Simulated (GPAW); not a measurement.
## PbO (honeycomb monolayer): G0W0 on several meshes in GPAW

How does the mesh move the gap of PbO (honeycomb monolayer)?

Main program and level: GPAW 26.7.0; LDA and many-body steps on it, plane waves.

## 1. Starting point

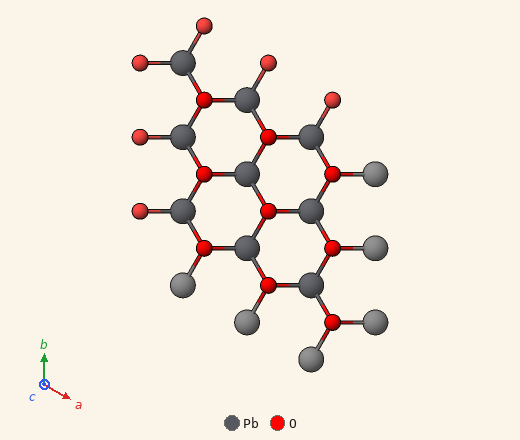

Start, viewed from above; lead dark grey, oxygen red. 3×3×1 cells are drawn. Some periodic images of atoms are drawn too.

The cell holds 2 atoms: 1 Pb and 1 O. Cell: a = 3.440 Å, b = 3.440 Å, c = 11.400 Å, α = 90.0°, β = 90.0°, γ = 120.0°. Vacuum lies along c.

Coordinates:

```xyz
2
Lattice="3.4405 0.0000 0.0000 -1.7202 2.9795 0.0000 0.0000 0.0000 11.4000" Properties=species:S:1:pos:R:3
Pb    0.0000    1.9863    5.2048
O     1.7202    0.9932    6.1955
```

The structure was relaxed with LDA. The runs that relaxed it are not among those shown. Spin-orbit coupling is left out unless a step names it.

## 2. Empty states on the mesh, 9×9×1 mesh, 199 bands

This step: GPAW 26.7.0; DFT, LDA, plane waves, PAW.

The sums over transitions need many empty states on a uniform mesh; this step solves for them.

The input, run.py:

```python
import json
import numpy as np
from gpaw.mpi import world
from gpaw import GPAW

calc = GPAW('gs.gpw').fixed_density(kpts={'size': (9, 9, 1), 'gamma': True},
    nbands=232,
    convergence={'bands': 199},
    txt='nscf.txt')
calc.write('full.gpw', mode='all')
res = {}
kpts = calc.get_ibz_k_points()
res['kpts'] = kpts
res['eigenvalues'] = [calc.get_eigenvalues(kpt=k) for k in range(len(kpts))]
res['n_electrons'] = calc.get_number_of_electrons()

if world.rank == 0:
    with open('result.json', 'w') as f:
        json.dump(res, f, default=lambda x: x.tolist())
```

On the command line:

```console
$ mpirun -n 4 gpaw python run.py
```

Numbers of over 12 decimals in the logs are rounded to 6 here.

The program printed:

```text
Diagonalizing LCAO Hamiltonian
Converting LCAO to pw mode
convergence criteria:
- Maximum integral of absolute [eigenst]ate change: 4e-08 eV^2 / valence electron
maximum number of iterations: 100

SCF iterations
|iter     |     time |      energy | eigst |  dens |
|iter:   1|  |             | +4.66 |       |
|iter:   2|  |             | +3.45 |       |
|iter:   3|  |             | +2.36 |       |
[...]
|iter:  15|  |             | -6.78 |       |
|iter:  16|  |             | -7.27 |       |
|iter:  17|  |             | -7.53c|       |
SCF steps: 17
  __  _  _
 | _ |_)|_||  |
 |__||  | ||/\| - 26.7.0

Input parameters:
  mode=PW(ecut=600.0),
  convergence={'bands': 199},
  gpts=array([20, 20, 70]),
  kpts=MonkhorstPack(size=(9, 9, 1), gamma=True),
  maxiter=100,
  nbands=232,
  occupations=Occupations(name='fermi-dirac', width=0.001, fixmagmom=False),
  parallel={},
  xc=XC(name='LDA')
# Writing to full.gpw (mode='all')
  [... matrices ...]

timing:  # [seconds]
  Total: 0.161  # ━━━━━━━━━━━━━━━━━━━━━━━━━━━━━━━━━━━━━━━━━━━━━━━━━━━━━━━━━━━
```

Elapsed: 87 s, on 4 MPI ranks of Arm Neoverse V2, shared host; peak memory 1.1 GiB; 5.8 min of CPU time.

This step gave:

| Item | Value |
| --- | --- |
| gap | 2.034 eV |
| k of the valence top | 0.3333, 0.3333, 0 |
| k of the conduction bottom | 0, 0, 0 |
| least direct gap | 2.565 eV |
| k points computed | 12 |
| lowest point of the top converged band, above the valence top | 77.3478 eV |

On this mesh the gap is 2.034 eV.

## 3. 9×9×1

Now the one-shot GW correction: screening in the RPA, then the self-energy of the levels asked for.

This step: G0W0 on LDA, plane waves, PAW.

The input, run.py:

```python
import json
import numpy as np
from gpaw.mpi import world
from gpaw.response.g0w0 import G0W0

gw = G0W0('full.gpw',
    filename='gw',
    kpts=[0, 6],
    bands=(8, 12),
    ecut=48,
    nbands=88,
    truncation='2D',
    integrate_gamma='sphere',
    q0_correction=True,
    frequencies={'type': 'nonlinear', 'domega0': 0.15, 'omega2': 15.0},
    eta=0.1,
    nblocksmax=True)
gw.calculate()
res = {mode: {k: v for k, v in r.items() if k != 'sigma_eskwn'}
       for mode, r in gw.all_results.items()}

if world.rank == 0:
    with open('result.json', 'w') as f:
        json.dump(res, f, default=lambda x: x.tolist())
```

On the command line:

```console
$ mpirun -n 4 gpaw python run.py
```

The program printed:

```text
Using integrator: PointIntegrator
NonLinearFrequencyDescriptor(from 0.000 to 66.134 eV, 157 points)
Nonperiodic BCs:  [False False  True]
Using integrator: PointIntegrator
NonLinearFrequencyDescriptor(from 0.000 to 66.134 eV, 157 points)
Nonperiodic BCs:  [False False  True]
Applying analytical 2D correction to W:
    Evaluating Gamma point contribution to W on a 15x15x1 grid
  ___  _ _ _
 |   || | | |
 | | || | | |
 |__ ||_____|
 |___|

BZ k-points: Symmetries present (total): 6

  [... matrices ...]
81 k-points: 9 x 9 x 1 Monkhorst-Pack grid
12 k-points in the irreducible part of the Brillouin zone
       k-points in crystal coordinates                weights
   0:     0.00000000    0.00000000    0.00000000          1/81
   1:     0.11111111    0.00000000    0.00000000          6/81
   2:     0.22222222   -0.11111111    0.00000000          6/81
   3:     0.22222222    0.00000000    0.00000000          6/81
   4:     0.33333333   -0.11111111    0.00000000         12/81
   5:     0.33333333    0.00000000    0.00000000          6/81
   6:     0.33333333    0.33333333    0.00000000          2/81
   7:     0.44444444   -0.22222222    0.00000000          6/81
   8:     0.44444444   -0.11111111    0.00000000         12/81
   9:     0.44444444    0.00000000    0.00000000          6/81
          ...
  11:     0.44444444    0.44444444    0.00000000          6/81

Distributing spins, k-points and bands (1 x 2 x 4) over 1 process
Number of blocks: 4

Quasi particle states:
k-points (IBZ indices): [0, 6]
Band range: (8, 12)
  [... matrices ...]
Computational parameters:
Plane wave cut-off: 48 eV
Number of bands: 88
Coulomb cutoff: 2D
Broadening: 0.1 eV

fxc modes: GW
Kernel: RPA
Using full-frequency real axis integration
Summing all q:

Calculating screened Coulomb potential
2D Coulomb truncation
NonLinearFrequencyDescriptor(from 0.000 to 66.134 eV, 157 points)
Removing empty qpoint cache files...

Calculating chi0 body with:
    Ground state adapter containing:
    Number of spins: 1
    Number of kpoints: 81
    Number of irreducible kpoints: 12
    Number of completely occupied states: 10
    Number of partially occupied states: 10
    Occupied states memory: 4.2724609375 M / cpu

    Linear response parametrization:
    q_c: [0.0, 0.0, 0.0]
    Number of frequency points: 157
    Planewave cutoff: 48.0
    Number of bands: 88
    Number of planewaves: 79
    Broadening (eta): 0.1
    comm.size: 4
    kncomm.size: 1
    blockcomm.size: 4

    Memory estimate of potentially large arrays:
        chi0_wGG: 3.737782 M / cpu
Integrating chi0 body.

Symmetries of q_c:
    Direct symmetries (Uq -> q): 6
    Indirect symmetries (TUq -> q): 6
In total 12 allowed symmetries.

  [... matrices ...]
12 groups of equivalent kpoints. 85.185185% reduction.

Integral kind: spectral function
Integrating chi0 head and wings.

Symmetries of q_c:
    Direct symmetries (Uq -> q): 6
    Indirect symmetries (TUq -> q): 6
In total 12 allowed symmetries.

  [... matrices ...]
12 groups of equivalent kpoints. 85.185185% reduction.

Integral kind: spectral function wings

Calculating chi0 body with:
    Ground state adapter containing:
    Number of spins: 1
    Number of kpoints: 81
    Number of irreducible kpoints: 12
    Number of completely occupied states: 10
    Number of partially occupied states: 10
    Occupied states memory: 4.2724609375 M / cpu

[... the further q-points ...]

Results:
f:      Occupation numbers
eps:     KS-eigenvalues [eV]
vxc:     KS vxc [eV]
exx:     Exact exchange [eV]
sigma:   Self-energies [eV]
dsigma:  Self-energy derivatives
Z:       Renormalization factors
qp:      QP-energies [eV]

k-point 0 (0): (0.000, 0.000, 0.000)                GW
band       f     eps     vxc     exx   sigma  dsigma       Z      qp
                                                                   GW
   8   1.000  -4.006 -21.029 -25.495   4.132  -0.433   0.698  -4.239
   9   1.000  -3.216 -18.469 -23.017   3.937  -0.447   0.691  -3.638
  10   0.000  -0.651 -10.497  -6.816  -2.247  -0.237   0.808   0.508
  11   0.000   3.066  -3.465  -1.711  -1.343  -0.148   0.871   3.425

k-point 1 (6): (0.333, 0.333, 0.000)                GW
band       f     eps     vxc     exx   sigma  dsigma       Z      qp
                                                                   GW
   8   1.000  -4.528 -18.707 -24.075   4.716  -0.543   0.648  -4.951
   9   1.000  -2.685 -17.630 -20.064   2.034  -0.326   0.754  -2.987
  10   0.000   1.002 -14.734 -10.788  -2.074  -0.307   0.765   2.433
  11   0.000   2.096 -13.140  -8.881  -2.465  -0.329   0.753   3.446
```

Run time: 71 s. Hardware: 4 MPI ranks; peak memory 2 GiB.

This step gave:

```
G0W0 gap on the points computed              : 3.495 eV
least direct G0W0 gap on the computed points : 4.146 eV
Z at the valence top                         : 0.7539
Z at the conduction bottom                   : 0.8084
starting gap on the mesh                     : 2.034 eV
k of the valence top                         : 0.3333, 0.3333, 0
k of the conduction bottom                   : 0, 0, 0
```

The gap on the mesh goes from 2.03 eV to 3.49 eV, a correction of +1.46 eV.

## 4. Empty states on the mesh, 6×6×1 mesh, 98 bands

This step: DFT, LDA, plane waves, PAW.

The input, run.py:

```python
import json
import numpy as np
from gpaw.mpi import world
from gpaw import GPAW

calc = GPAW('gs.gpw').fixed_density(kpts={'size': (6, 6, 1), 'gamma': True},
    nbands=114,
    convergence={'bands': 98},
    txt='nscf.txt')
calc.write('full.gpw', mode='all')
res = {}
kpts = calc.get_ibz_k_points()
res['kpts'] = kpts
res['eigenvalues'] = [calc.get_eigenvalues(kpt=k) for k in range(len(kpts))]
res['n_electrons'] = calc.get_number_of_electrons()

if world.rank == 0:
    with open('result.json', 'w') as f:
        json.dump(res, f, default=lambda x: x.tolist())
```

On the command line:

```console
$ mpirun -n 4 gpaw python run.py
```

The program printed:

```text
Diagonalizing LCAO Hamiltonian
Converting LCAO to pw mode
convergence criteria:
- Maximum integral of absolute [eigenst]ate change: 4e-08 eV^2 / valence electron
maximum number of iterations: 100

SCF iterations
|iter     |     time |      energy | eigst |  dens |
|iter:   1|  |             | +4.25 |       |
|iter:   2|  |             | +2.93 |       |
|iter:   3|  |             | +1.87 |       |
[...]
|iter:  14|  |             | -6.71 |       |
|iter:  15|  |             | -7.25 |       |
|iter:  16|  |             | -7.46c|       |
SCF steps: 16
  __  _  _
 | _ |_)|_||  |
 |__||  | ||/\| - 26.7.0

Input parameters:
  mode=PW(ecut=600.0),
  convergence={'bands': 98},
  gpts=array([20, 20, 70]),
  kpts=MonkhorstPack(size=(6, 6, 1), gamma=True),
  maxiter=100,
  nbands=114,
  occupations=Occupations(name='fermi-dirac', width=0.001, fixmagmom=False),
  parallel={},
  xc=XC(name='LDA')
# Writing to full.gpw (mode='all')
  [... matrices ...]

timing:  # [seconds]
  Total: 0.076  # ━━━━━━━━━━━━━━━━━━━━━━━━━━━━━━━━━━━━━━━━━━━━━━━━━━━━━━━━━━━
```

Run time: 22 s. Hardware: 4 MPI ranks; peak memory 0.89 GiB.

Numbers from this step:

```yaml
gap: 2.034 eV
k_of_the_valence_top: 0.3333, 0.3333, 0
k_of_the_conduction_bottom: 0, 0, 0
least_direct_gap: 2.565 eV
k_points_computed: 7
lowest_point_of_the_top_converged_band_above_the_valence_top: 47.64 eV
```

On this mesh the gap is 2.034 eV.

## 5. 6×6×1

This step: G0W0 on LDA, plane waves, PAW.

The input, run.py:

```python
import json
import numpy as np
from gpaw.mpi import world
from gpaw.response.g0w0 import G0W0

gw = G0W0('full.gpw',
    filename='gw',
    kpts=[0, 4],
    bands=(8, 12),
    ecut=48,
    nbands=88,
    truncation='2D',
    integrate_gamma='sphere',
    q0_correction=True,
    frequencies={'type': 'nonlinear', 'domega0': 0.15, 'omega2': 15.0},
    eta=0.1,
    nblocksmax=True)
gw.calculate()
res = {mode: {k: v for k, v in r.items() if k != 'sigma_eskwn'}
       for mode, r in gw.all_results.items()}

if world.rank == 0:
    with open('result.json', 'w') as f:
        json.dump(res, f, default=lambda x: x.tolist())
```

On the command line:

```console
$ mpirun -n 4 gpaw python run.py
```

The program printed:

```text
Using integrator: PointIntegrator
NonLinearFrequencyDescriptor(from 0.000 to 64.950 eV, 156 points)
Nonperiodic BCs:  [False False  True]
Using integrator: PointIntegrator
NonLinearFrequencyDescriptor(from 0.000 to 64.950 eV, 156 points)
Nonperiodic BCs:  [False False  True]
Applying analytical 2D correction to W:
    Evaluating Gamma point contribution to W on a 21x21x1 grid
  ___  _ _ _
 |   || | | |
 | | || | | |
 |__ ||_____|
 |___|

BZ k-points: Symmetries present (total): 6

  [... matrices ...]
36 k-points: 6 x 6 x 1 Monkhorst-Pack grid + [1/12,1/12,0.000000]
7 k-points in the irreducible part of the Brillouin zone
       k-points in crystal coordinates                weights
   0:     0.00000000    0.00000000    0.00000000          1/36
   1:     0.16666667    0.00000000    0.00000000          6/36
   2:     0.33333333   -0.16666667    0.00000000          6/36
   3:     0.33333333    0.00000000    0.00000000          6/36
   4:     0.33333333    0.33333333    0.00000000          2/36
   5:     0.50000000    0.33333333    0.00000000         12/36
   6:     0.50000000    0.50000000    0.00000000          3/36

Distributing spins, k-points and bands (1 x 2 x 4) over 1 process
Number of blocks: 4

Quasi particle states:
k-points (IBZ indices): [0, 4]
Band range: (8, 12)
  [... matrices ...]
Computational parameters:
Plane wave cut-off: 48 eV
Number of bands: 88
Coulomb cutoff: 2D
Broadening: 0.1 eV

fxc modes: GW
Kernel: RPA
Using full-frequency real axis integration
Summing all q:

Calculating screened Coulomb potential
2D Coulomb truncation
NonLinearFrequencyDescriptor(from 0.000 to 64.950 eV, 156 points)
Removing empty qpoint cache files...

Calculating chi0 body with:
    Ground state adapter containing:
    Number of spins: 1
    Number of kpoints: 36
[...]
q_c: [1.3877787807814457e-17, 1.3877787807814457e-17, 0.0]
    Number of frequency points: 156
    Planewave cutoff: 48.0
    Number of bands: 88
    Number of planewaves: 79
    Broadening (eta): 0.1
    comm.size: 4
    kncomm.size: 1
    blockcomm.size: 4

    Memory estimate of potentially large arrays:
        chi0_wGG: 3.713974 M / cpu
Integrating chi0 body.

Symmetries of q_c:
    Direct symmetries (Uq -> q): 6
    Indirect symmetries (TUq -> q): 6
In total 12 allowed symmetries.

  [... matrices ...]
7 groups of equivalent kpoints. 80.555556% reduction.

Integral kind: spectral function
Integrating chi0 head and wings.

Symmetries of q_c:
    Direct symmetries (Uq -> q): 6
    Indirect symmetries (TUq -> q): 6
In total 12 allowed symmetries.

  [... matrices ...]
7 groups of equivalent kpoints. 80.555556% reduction.

Integral kind: spectral function wings

Calculating chi0 body with:
    Ground state adapter containing:
    Number of spins: 1
    Number of kpoints: 36
    Number of irreducible kpoints: 7
    Number of completely occupied states: 10
    Number of partially occupied states: 10
[... the further q-points ...]

Results:
f:      Occupation numbers
eps:     KS-eigenvalues [eV]
vxc:     KS vxc [eV]
exx:     Exact exchange [eV]
sigma:   Self-energies [eV]
dsigma:  Self-energy derivatives
Z:       Renormalization factors
qp:      QP-energies [eV]

k-point 0 (0): (0.000, 0.000, 0.000)                GW
band       f     eps     vxc     exx   sigma  dsigma       Z      qp
                                                                   GW
   8   1.000  -4.006 -21.029 -25.503   4.088  -0.433   0.698  -4.276
   9   1.000  -3.216 -18.469 -23.017   3.884  -0.456   0.687  -3.671
  10   0.000  -0.651 -10.497  -6.807  -2.222  -0.245   0.803   0.528
[...]
k-point 1 (4): (0.333, 0.333, 0.000)                GW
band       f     eps     vxc     exx   sigma  dsigma       Z      qp
                                                                   GW
[...]
10   0.000   1.002 -14.734 -10.785  -2.027  -0.309   0.764   2.469
  11   0.000   2.096 -13.140  -8.881  -2.412  -0.322   0.756   3.493
```

Run time: 24 s. Hardware: 4 MPI ranks; peak memory 1.2 GiB.

This step gave:

```
G0W0 gap on the points computed              : 3.555 eV
least direct G0W0 gap on the computed points : 4.199 eV
Z at the valence top                         : 0.7576
Z at the conduction bottom                   : 0.8033
starting gap on the mesh                     : 2.034 eV
k of the valence top                         : 0.3333, 0.3333, 0
k of the conduction bottom                   : 0, 0, 0
```

Against G0W0 in GPAW (9×9×1 mesh, 88 bands, screening to 48 eV, full frequency, Hilbert transform), the gap moves by +0.060 eV.

## 6. The runs together

Times are wall times on 4 MPI ranks of Arm Neoverse V2, shared host, good to a factor of about two.

| run | mesh | bands | screening cutoff (eV) | DFT gap (eV) | gap on the mesh (eV) | direct (eV) | time |
| --- | --- | --- | --- | --- | --- | --- | --- |
| 9×9×1 | 9×9×1 | 88 | 48 | 2.034 | 3.495 | 4.146 | 71 s |
| 6×6×1 | 6×6×1 | 88 | 48 | 2.034 | 3.555 | 4.199 | 24 s |

## 7. Outcome

| Quantity | Value |
| --- | --- |
| 9×9×1 | 3.495 eV |
| 6×6×1 | 3.555 eV |
| known limits | not at the basis limit; no spin-orbit coupling |

In words: 6×6×1: +0.060 eV against 9×9×1. Bands and cutoff are finite, so the gap is not at the basis limit. The miss can reach some tenths of an eV and take either sign; the mesh is an error of its own. These stock PAW sets were not made for GW. In the G0W0 runs levels were corrected at 2 k points alone, so a gap called «on the mesh» is the least over those, and an edge elsewhere would be missed. Where an edge is built on 6p states of lead, bismuth or thallium, scalar-relativistic gaps usually stand too wide, by a few tenths to over one eV. The many-body steps are scalar-relativistic: spin-orbit coupling is not in them.

[Paths, hosts, dates, memory and timing lines, banners, echoed tables and standing remarks are left out of the program output.]

[Logs are printed without paths, hosts, clocks, repeated set-up lines and the standing remarks that a program may print on its own settings, such as how far it seeks lower states.]

[Runs of the session that timed out or met a known fault of the program may be left out.]

[Hosts, paths, dates, database ids (printed as entryN), source tags and the programs' standing remarks are cut or masked in the printed files.]
